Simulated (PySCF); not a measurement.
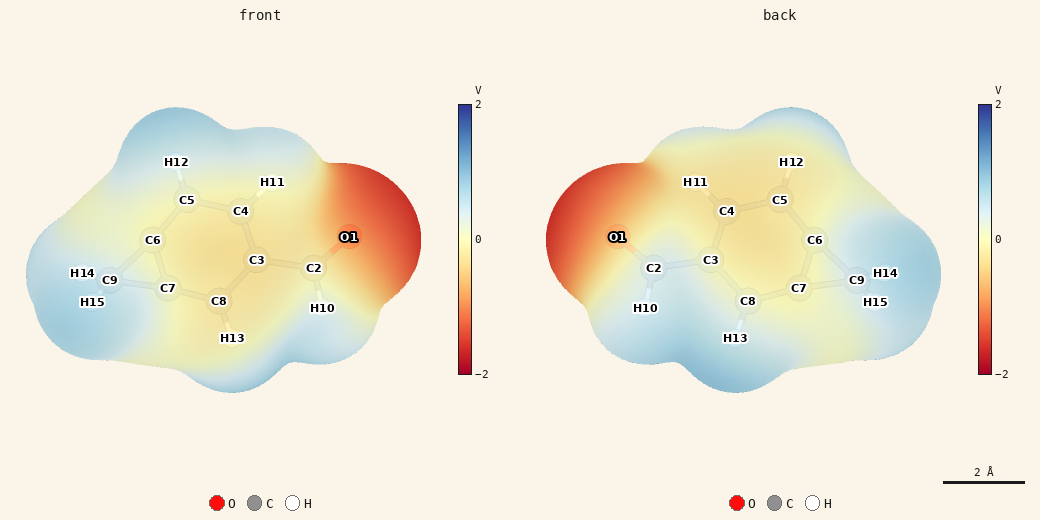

*C$_{8}$H$_{6}$O. The molecular electrostatic potential painted on the density surface at 0.001 e/bohr³, seen from the front and from behind; red is negative and blue positive.*

Geometry: GFN2-xTB.

Method: PBE0/pcSseg-1, SCF density, gas phase, non-relativistic in PySCF.

```xyz
15

O    -3.2911   -0.1103    1.1095
C    -2.4722   -0.6828    0.4343
C    -1.0877   -0.2552    0.2201
C    -0.6399    0.9139    0.8355
C     0.6691    1.4052    0.6928
C     1.4391    0.6223   -0.1060
C     1.0047   -0.5375   -0.7216
C    -0.2424   -1.0452   -0.6078
C     2.4138   -0.1182   -0.9512
H    -2.7317   -1.6217   -0.0967
H    -1.3507    1.4513    1.4464
H     0.9905    2.3118    1.1820
H    -0.6051   -1.9487   -1.0752
H     3.2115   -0.6714   -0.4685
H     2.6878    0.2944   -1.9156
```

> Where is the surface potential most negative and most positive?

The most negative region (about −1.6 V, or −37 kcal/mol for a unit charge) lies over O1, the most positive (about +1.0 V, or +23 kcal/mol for a unit charge) over H13. O1 is the likeliest acceptor of a hydrogen bond.

> What dipole moment does the calculation give?

Its dipole moment is 3.55 D.
